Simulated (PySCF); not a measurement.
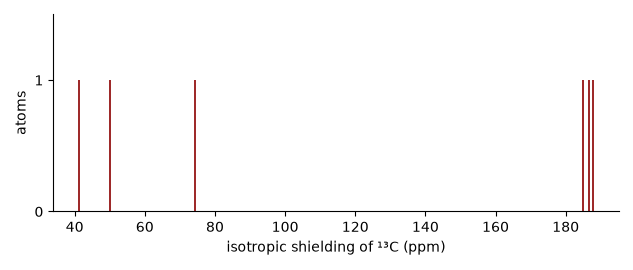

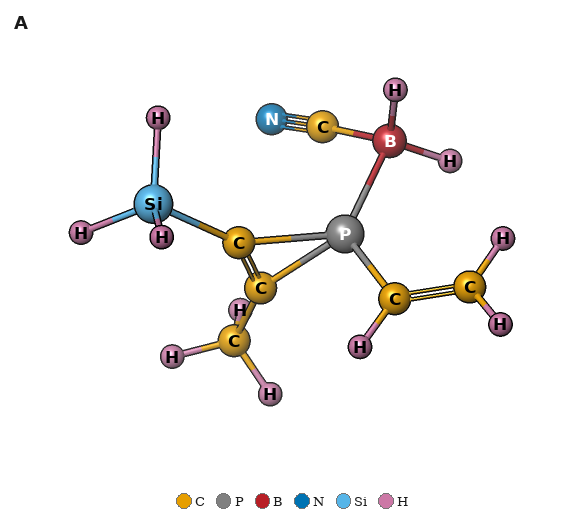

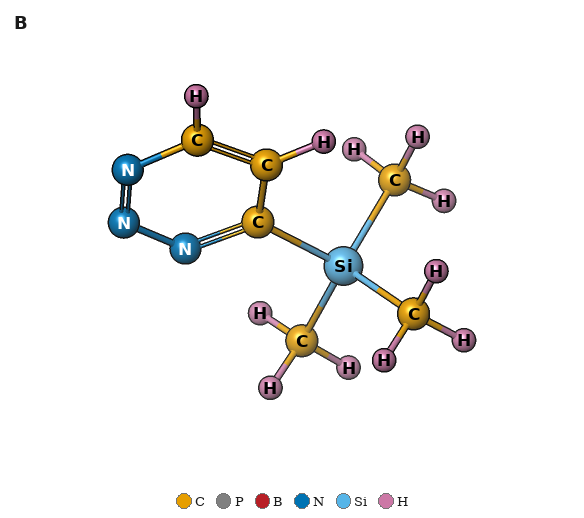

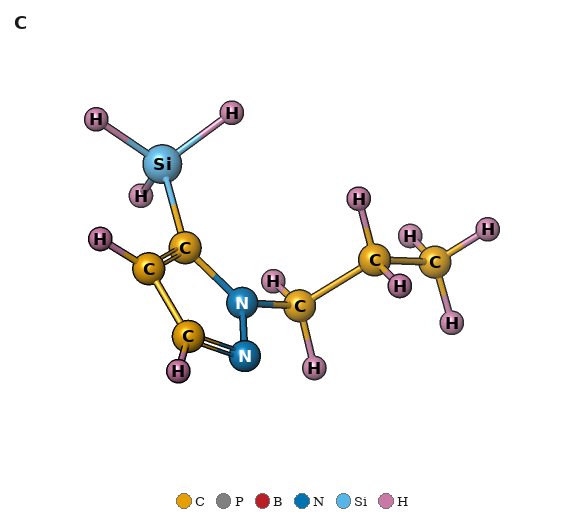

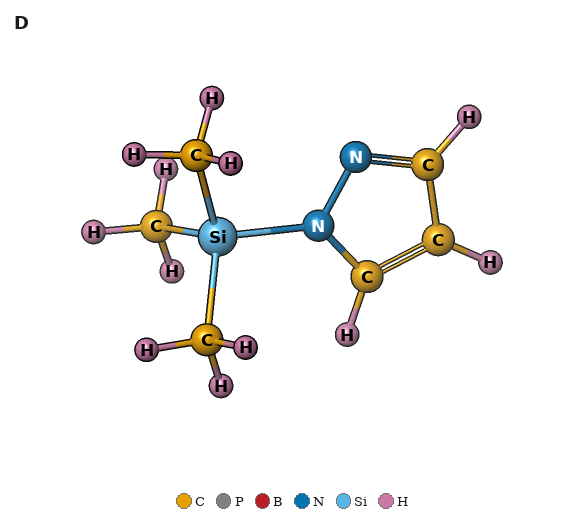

The sticks are computed shieldings of one of the molecules, for one fixed geometry (GFN2-xTB) without averaging over rotations. Low shielding means a high chemical shift. Method: GIAO PBE0/pcSseg-1 NMR shielding, non-relativistic, gas phase (PySCF 2.14.0).

Match the spectrum to a structure.

Answer. D, `C[Si](C)(C)n1cccn1`. Its 6 C atoms give lines at 41.2, 50.1, 74.3, 185.0, 186.5, 187.7 ppm.

The geometry is semi-empirical. Around B, P, Si such bond lengths and angles can be off by a tenth of an ångström or more and by several degrees, and values that hang on the shape move with them.
